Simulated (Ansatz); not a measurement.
Tl (hcp, Mg type)

```xyz
2
Lattice="3.6083 0.0000 0.0000 -1.8041 3.1249 0.0000 0.0000 0.0000 5.5742" Properties=species:S:1:pos:R:3 pbc="T T T"
Tl     0.0000     2.0832     4.1807
Tl     1.8041     1.0416     1.3936
```

Two coordinates are scanned: the volume, and the ratio of the stretch along z (the conventional c axis) to the stretch across it. Atoms keep their fractional coordinates.

The numbers are results of PBE (plane waves to 420 eV, PAW, scalar-relativistic; Ansatz, an electronic-structure program), not measurements. k mesh 15×15×9 (Γ-centred), Fermi-Dirac smearing 0.05 eV. E stands for the smeared free energy. Stress and pressure are positive under compression. With partly filled bands, the response to shear is sensitive to the k mesh, so small differences along c/a are uncertain. Spin-orbit coupling is left out, though Tl is heavy. The relaxed volume of Tl is well above the measured one; the method has no dispersion term. Tl was relaxed with its symmetry unable to fall. The zero of ΔE is the relaxed starting cell.

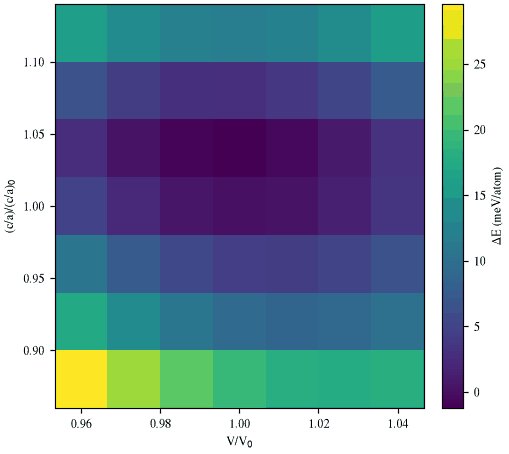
Figure: ΔE (meV/atom) over the 7×7 grid of computed points.

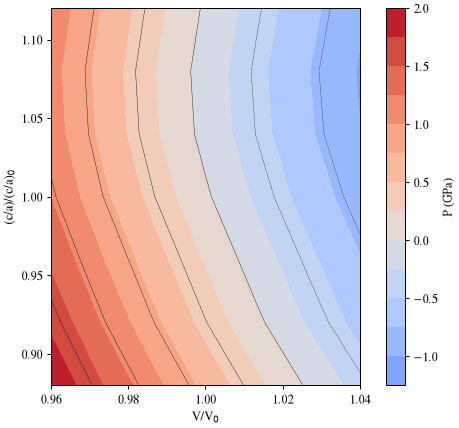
Fig. 1. P (GPa) over the 7×7 grid of computed points.

Lowest place on the grid: V/V₀ = 1.000, (c/a)/(c/a)₀ = 1.040 (-1 meV/atom). Highest place on the grid: V/V₀ = 0.960, (c/a)/(c/a)₀ = 0.880 (30 meV/atom).

(A scan under strain: stresses follow from slopes of the energy per volume, elastic moduli from its curvatures.)
